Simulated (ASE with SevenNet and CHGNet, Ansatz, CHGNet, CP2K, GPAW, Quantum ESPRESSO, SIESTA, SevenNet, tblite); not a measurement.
# Random packing of 26Ag2S-74GeS2 (mol %) (81 atoms) in machine-learned potentials

Aim: run random packing of 26Ag2S-74GeS2 (mol %) (81 atoms) in machine-learned potentials and see how near its forces come to a plane-wave reference, and at what cost.

Method: the method is named at each step, in ASE with SevenNet and CHGNet.

**1. The structure**

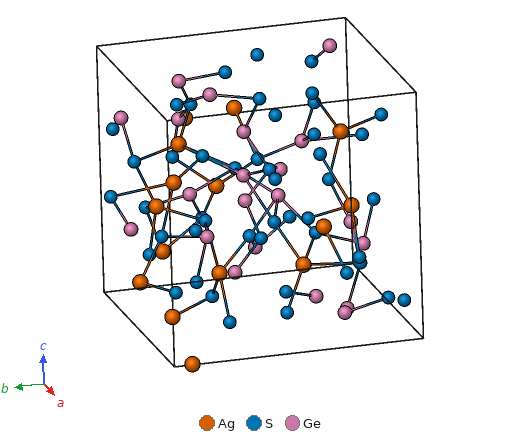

Start, viewed from a free direction; silver orange, sulfur blue, germanium pink. Bonds to atoms that aren't drawn are left out. Some periodic images of atoms are drawn too.

The cell holds 81 atoms: 14 Ag, 47 S and 20 Ge. Cell: a = 12.404 Å, b = 12.404 Å, c = 12.404 Å, α = 90.0°, β = 90.0°, γ = 90.0°. 81 atoms (14 Ag, 47 S, 20 Ge) packed at random in a cube at 3.89 g/cm³ and pushed apart as soft spheres, cations and anions kept from their own kind; a start for melting by ab initio MD, not an equilibrated structure. Then every atom was moved at random, 0.03 Å r.m.s. a Cartesian component.

The yardstick, on the same geometry:

```
method                 : Kohn-Sham DFT, PBE, SSSP efficiency 1.3.0 pseudopotentials, plane waves (Quantum ESPRESSO 7.5); sssp-pbe-1.3.0-efficiency, cutoffs 45/360 Ry, Γ point
r.m.s. force component : 0.7385 eV/Å
longest force          : 3.123 eV/Å
pressure               : -0.921 GPa
time                   : 19 min on 4 MPI ranks of Arm Neoverse V1, shared host
CPU time               : 75 min
```

**2. SevenNet 0 potential**

Method: machine-learned interatomic potential SevenNet 0, trained on PBE(+U) plane-wave data.

run.py

```python
import numpy as np
from ase.io import read
import mlip  # loads the published weights by name

atoms = read("structure.xyz")
atoms.calc = mlip.calc("7net-0")
energy = atoms.get_potential_energy()
forces = atoms.get_forces()
print(f"energy {energy:.6f} eV")
print("forces (eV/A)")
for i, (a, f) in enumerate(zip(atoms, forces)):
    print(f"{i:4d} {a.symbol:2s} {f[0]:10.5f} {f[1]:10.5f} {f[2]:10.5f}")
stress = -atoms.get_stress(voigt=False) * 160.21766
print("stress (GPa, compression positive)")
for row in stress:
    print(" ".join(f"{x:10.4f}" for x in row))
```

structure.xyz

```xyz
81
Lattice="12.40390 0.00000 0.00000 0.00000 12.40390 0.00000 0.00000 0.00000 12.40390" Properties=species:S:1:pos:R:3 pbc="T T T"
Ag 7.06464 4.38490 2.60321
Ag 2.87857 11.37276 1.25862
Ag 9.14651 11.54220 1.43141
Ag 8.28060 8.89980 3.06711
Ag 11.39509 9.78643 8.51292
Ag 12.19787 11.45463 12.36830
Ag 5.00324 11.04208 5.68446
Ag 10.73620 8.59764 12.10348
Ag 5.27910 9.91952 8.77030
Ag 5.42162 1.89680 8.52967
Ag 0.81221 1.61586 2.30440
Ag 9.41009 12.00301 4.86295
Ag 3.46056 0.92732 4.10172
Ag 1.70206 9.24537 5.67702
S 11.16500 0.55309 1.61871
S 0.64910 7.94036 2.78592
S 10.65619 2.25974 10.01255
S 0.32535 11.81397 8.25393
S 3.73854 5.02978 6.46578
S 10.21089 6.15246 2.39854
S 7.42746 5.37089 0.41193
S 1.88266 9.34783 0.20132
S 7.21535 0.26085 0.51737
S 0.26408 4.46516 8.91568
S 4.23705 3.31494 3.96255
S 10.02545 10.15954 6.52768
S 6.96665 0.27214 9.66351
S 9.23173 4.32896 4.87076
S 1.62255 0.75453 0.11635
S 4.99766 4.99579 9.57817
S 9.92808 11.51702 9.72478
S 6.14340 2.74498 6.43651
S 10.24835 7.37970 9.23371
S 10.99841 1.88142 6.81334
S 5.79076 8.84187 4.94717
S 2.40983 2.12652 6.50659
S 11.35131 6.17565 6.52458
S 5.31408 3.20318 12.17492
S 10.51355 9.90935 2.69884
S 3.84856 8.36147 7.56514
S 1.41367 8.89062 9.47385
S 2.75317 2.51824 9.72218
S 0.12702 3.77240 4.73965
S 6.18483 9.51181 11.00747
S 7.70505 12.31993 6.60198
S 8.58734 1.96763 2.88664
S 6.33678 11.81782 3.74647
S 8.02991 3.92583 9.40786
S 8.46343 8.51118 0.60779
S 5.32251 9.24190 1.75900
S 7.27439 7.69798 7.91902
S 8.96331 7.54294 4.99232
S 1.82722 4.93998 11.65458
S 11.03029 4.69215 12.01777
S 6.33976 5.57803 4.67515
S 3.46205 11.65123 7.53686
[... 21 atom lines left out ...]
Ge 7.40674 2.49790 0.07703
Ge 3.94531 8.28432 3.51402
Ge 12.39187 6.84460 9.30950
Ge 8.03822 5.80775 6.55360
```

Command:

```
> OMP_NUM_THREADS=1 python run.py > output.txt
```

What it wrote:

```text
energy -289.217834 eV
forces (eV/A)
   0 Ag    0.20466    0.36892   -0.12899
   1 Ag    0.17951   -0.29575   -0.18059
   2 Ag   -0.37216   -0.18580    0.09736
   3 Ag   -1.02534   -0.16162   -0.10401
   4 Ag    0.60541    0.14450    0.56685
   5 Ag   -0.23126   -0.73811   -0.81286
   6 Ag    0.20295    0.28329   -0.12861
   7 Ag   -0.06096    0.06483    0.14971
   8 Ag    0.14753    0.48916    0.00601
   9 Ag   -0.57889   -0.08734    0.36371
  10 Ag    0.58120    0.61086    0.63132
  11 Ag    0.45718    0.02665   -0.29837
  12 Ag   -0.77773    0.28505    0.69593
  13 Ag    0.11916    0.23247    0.21687
  14 S    -0.05044    0.49248   -0.04452
  15 S    -0.33744   -0.84462    0.54358
  16 S    -0.27209    0.47452   -0.31020
  17 S     0.70349    0.50112    0.43221
  18 S    -0.01151   -3.32648    1.15567
  19 S     0.68769   -0.60753    0.00914
  20 S     0.27239   -0.69649    0.51243
  21 S    -1.30048    0.01448    0.68488
  22 S     0.01358   -1.04411   -0.49443
  23 S    -0.26566    0.87633    0.37328
[...]
73 Ge   -2.25477   -0.67272    1.68859
  74 Ge   -1.12196    0.69258    0.09237
  75 Ge    2.23966    1.93243    0.36549
  76 Ge    0.54816    0.48381    0.56159
  77 Ge    1.37853    0.33104   -0.09910
  78 Ge    1.24449    0.26580   -1.00948
  79 Ge    1.77159    0.32674   -0.20766
  80 Ge    0.25486   -0.33840   -0.86748
stress (GPa, compression positive)
    0.6725     0.3073    -1.3348
    0.3073    -1.9218    -0.1739
   -1.3348    -0.1739    -1.3838
```

Run time: 11 s. Hardware: 1 thread of Arm Neoverse V1, shared host; peak memory 0.73 GiB.

Banners, paths, timers and routine set-up lines are dropped from the logs unmarked, and long logs keep their key lines alone; longer cuts are marked.

Numbers from this run, and their distance from the reference:

```
r.m.s. force component                  : 0.7729 eV/Å
r.m.s. difference of force components   : 245.5 meV/Å
longest difference of force vectors     : 1127 meV/Å
force difference over r.m.s. force      : 33.24 %
slope of forces against the reference's : 0.9924
correlation of force components         : 0.9482
pressure                                : -0.8777 GPa
pressure difference                     : 0.0433 GPa
```

Length of the force difference by element (eV/Å):

| element | atoms | mean | most |
| --- | --- | --- | --- |
| Ag | 14 | 0.24 | 0.37 |
| Ge | 20 | 0.43 | 1.0 |
| S | 47 | 0.40 | 1.1 |

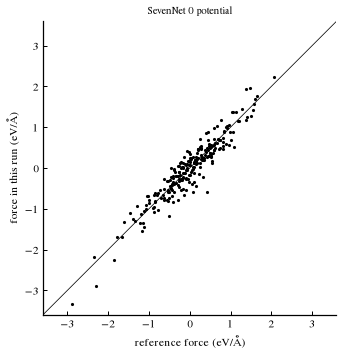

Force components against those of the reference; the line marks equality.

The surroundings of S19, which bears the longest force, nearest first, numbered as they follow in the input and with coordinates relative to it.

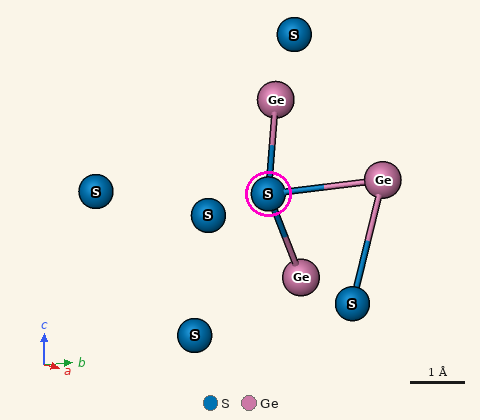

The atoms of the table, within 3.4 Å (arrows a, b, c point along x, y, z); some may hide others; the central atom is ringed.

```
atom      x      y      z  distance (Å)  bonds     Fx     Fy  Fz (eV/Å)
 S19   0.00   0.00   0.00          0.00      3  -0.01  -3.33       1.16
Ge72  -0.83   1.03  -1.70          2.15      2  -1.11   1.05      -2.18
Ge76   1.42   1.69   0.33          2.23      3   2.24   1.93       0.37
Ge67  -1.48   0.81   1.56          2.30      2   0.20   0.44       1.17
 S25   0.50  -1.71  -2.50          3.07      1   0.26   0.03       0.17
 S36  -1.33  -2.90   0.04          3.19      1   0.40  -0.40      -0.24
 S55   2.60   0.55  -1.79          3.21      2  -0.25   0.48       0.92
 S32   2.40  -2.28  -0.03          3.32      2   0.12   0.47      -0.82
 S30   1.26  -0.03   3.11          3.36      0  -0.16  -0.02      -0.65
```

Atoms are counted from 1 here, from 0 in the log.

Forces lie 33 % from the reference's, at 0.0019 times its CPU time (on 1 against 4 cores).

**3. CHGNet r2SCAN potential**

Method: machine-learned interatomic potential CHGNet r2SCAN, trained on r2SCAN plane-wave data.

run.py, as its differences from that of step 2:

```diff
@@ -5,3 +5,3 @@
 atoms = read("structure.xyz")
-atoms.calc = mlip.calc("7net-0")
+atoms.calc = mlip.calc("chgnet-r2scan")
 energy = atoms.get_potential_energy()
```

structure.xyz is that of step 2.

What it wrote:

```text
CHGNet vr2scan initialized with 412,525 parameters
CHGNet will run on cpu
energy -943.332092 eV
forces (eV/A)
   0 Ag   -0.06639    0.38569   -0.25742
   1 Ag    0.10682   -0.55111   -0.23305
   2 Ag   -0.40706   -0.29488   -0.02902
   3 Ag   -0.58070   -0.21076   -0.19950
   4 Ag    0.53839    0.07383    0.41040
   5 Ag   -0.17331   -0.41633   -0.25067
   6 Ag    0.14459    0.35593   -0.20923
   7 Ag   -0.59685    0.06086    0.30139
   8 Ag    0.00856    0.23390   -0.05447
   9 Ag   -0.04956    0.06910    0.31580
  10 Ag    0.38760    0.13871    0.35273
  11 Ag   -0.02863   -0.00573   -0.01508
  12 Ag   -0.26411    0.67720    0.73312
  13 Ag    0.17316    0.36285   -0.18897
  14 S     0.31912   -0.06830   -0.01798
  15 S    -0.33358   -0.94365    0.58407
  16 S    -0.60104    0.94782   -0.21688
  17 S     1.27949    0.31197    0.77095
  18 S    -0.10716   -1.61504    0.64652
  19 S     1.38902   -0.73371   -0.14043
  20 S     0.17402   -1.05028    0.35270
  21 S    -0.03776    0.30343   -0.13959
  22 S     0.30434    0.08366   -0.73361
  23 S     0.23170    1.42642    0.08709
[...]
73 Ge   -1.94456   -1.50605    1.24025
  74 Ge   -1.48654    1.16407   -1.04182
  75 Ge    1.10473    1.26393    0.50538
  76 Ge    0.09170    0.68836    0.94072
  77 Ge   -0.01563   -0.07114   -0.29917
  78 Ge    1.29758    1.23037   -0.56626
  79 Ge    0.55973    0.18152    0.02131
  80 Ge   -0.09438    0.16165   -0.99838
stress (GPa, compression positive)
   -2.1402    -0.1624    -0.7019
   -0.1624    -3.8971     0.1390
   -0.7019     0.1390    -2.8895
```

Elapsed: 5.1 s, on 1 thread; peak memory 0.64 GiB.

Against the reference:

| Item | Value |
| --- | --- |
| r.m.s. force component | 0.6466 eV/Å |
| r.m.s. difference of force components | 534.1 meV/Å |
| longest difference of force vectors | 1869 meV/Å |
| force difference over r.m.s. force | 72.32 % |
| slope of forces against the reference's | 0.6218 |
| correlation of force components | 0.7102 |
| pressure | -2.976 GPa |
| pressure difference | -2.055 GPa |

Against the first run (33 %), the force difference from the reference is 72 %, at 0.46 times the CPU time; this potential was trained at another functional than the reference's, which explains only part of so large a difference.

**4. SevenNet l3i5 potential**

Method: machine-learned interatomic potential SevenNet l3i5, trained on PBE(+U) plane-wave data.

run.py, as its differences from that of step 3:

```diff
@@ -5,3 +5,3 @@
 atoms = read("structure.xyz")
-atoms.calc = mlip.calc("chgnet-r2scan")
+atoms.calc = mlip.calc("7net-l3i5")
 energy = atoms.get_potential_energy()
```

structure.xyz is that of step 3.

What it wrote:

```text
energy -289.392151 eV
forces (eV/A)
   0 Ag    0.01756    0.30032    0.15948
   1 Ag    0.16791   -0.73296   -0.21559
   2 Ag   -0.43211   -0.34070   -0.05461
   3 Ag   -0.94947   -0.35199   -0.14424
   4 Ag    0.62888    0.31165    0.51898
   5 Ag   -0.30177   -0.73990   -0.53720
   6 Ag    0.09301    0.31237   -0.09345
   7 Ag   -0.07277   -0.01295    0.07432
   8 Ag    0.03032    0.73303   -0.10895
   9 Ag   -0.58976   -0.15899    0.70151
  10 Ag    0.65261    0.65051    0.82431
  11 Ag    0.40437    0.12675   -0.52820
  12 Ag   -0.70479    0.19363    0.79192
  13 Ag    0.15770    0.20857    0.13550
  14 S    -0.37149    0.35250   -0.13638
  15 S    -0.43695   -0.56345    0.69533
  16 S    -0.34520    0.71537   -0.32888
  17 S     0.53501    0.29288    0.49330
  18 S     0.28354   -3.13688    1.47243
  19 S     0.83991   -0.82337   -0.08621
  20 S     0.19202   -0.82727    0.14575
  21 S    -1.43896    0.50473    0.55031
  22 S     0.00314   -0.54007   -0.40505
  23 S    -0.24060    0.61156    0.20212
[...]
73 Ge   -1.87595   -0.87972    1.61410
  74 Ge   -0.85954    0.54225   -0.55685
  75 Ge    2.13675    1.51861    0.18738
  76 Ge    0.30801    0.54054    0.83135
  77 Ge    0.75966    0.53451   -0.28639
  78 Ge    1.42266   -0.05989   -0.85577
  79 Ge    1.85054    0.23672   -0.15610
  80 Ge    0.25700   -0.07540   -0.99506
stress (GPa, compression positive)
    0.1845     0.0910    -0.9115
    0.0910    -1.8417    -0.0515
   -0.9115    -0.0515    -1.1350
```

Run time: 10 s. Hardware: 1 thread; peak memory 1 GiB.

Numbers from this run, and their distance from the reference:

```yaml
r_m_s_force_component: 0.7402 eV/Å
r_m_s_difference_of_force_components: 253.8 meV/Å
longest_difference_of_force_vectors: 1063 meV/Å
force_difference_over_r_m_s_force: 34.37 %
slope_of_forces_against_the_reference_s: 0.9433
correlation_of_force_components: 0.9411
pressure: -0.9307 GPa
pressure_difference: -0.0097 GPa
```

Against the first run (33 %), the force difference from the reference is 34 %, at 1.2 times the CPU time.

**5. All runs compared**

Differences are against the plane-wave reference, forces as r.m.s. over components; share is that over the reference's r.m.s. force, slope the least-squares factor from reference forces to these. Total energies of different programs have different zeros and aren't compared.

```csv
run,"Δ force, r.m.s. (meV/Å)",share (%),slope,Δ pressure (GPa),cores,CPU time,memory (GiB)
reference,-,-,-,-,4,75 min,5.2
SevenNet 0 potential,245,33.2,0.992,0.0433,1,8.7 s,0.73
CHGNet r2SCAN potential,534,72.3,0.622,-2.05,1,4 s,0.64
SevenNet l3i5 potential,254,34.4,0.943,-0.0097,1,10 s,1.0
```

Times of the machine-learned potentials are mostly Python's start and the loading of weights.

CPU time is summed over cores on a shared host, where runs went side by side, so it is rough. Symmetry, cutoffs, thresholds, outputs and thread counts weren't matched or tuned between programs; memory under MPI is the largest rank's times the ranks.

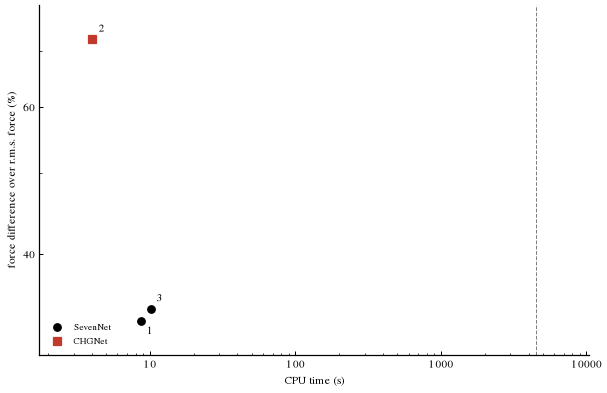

Force difference against CPU time; the dashed line marks the reference's time. Points: 1 SevenNet 0 potential; 2 CHGNet r2SCAN potential; 3 SevenNet l3i5 potential.

**6. What came out**

| Quantity | Value |
| --- | --- |
| nearest in forces | SevenNet 0 potential, 33 % |
| its CPU time | 8.7 s |

**Reading.** Machine-learned potentials differ by 33 % (SevenNet 0 potential) to 72 % (CHGNet r2SCAN potential); they were trained on other programs' data, some at another functional. The reference's pressure holds the uncorrected Pulay stress of its 45 Ry basis, so small pressure differences, and their order, may be the reference's own error. Machine-learned potentials mimic data converged in k, so the reference's own k-point error enters their differences. The electronic-structure runs sample only Γ, in a cell whose shortest periodic width is 12 Å, which is coarse for a cell with partly filled levels.

[Also dropped from logs without a mark: logging warnings of Python, and SIESTA's first energy breakdown and zero terms.]

[Logs are printed without paths, hosts, clocks, repeated set-up lines and the standing remarks that a program may print on its own settings, such as how far it seeks lower states.]

[Hosts, paths, dates, database ids (printed as entryN), source tags and the programs' standing remarks are cut or masked in the printed files.]
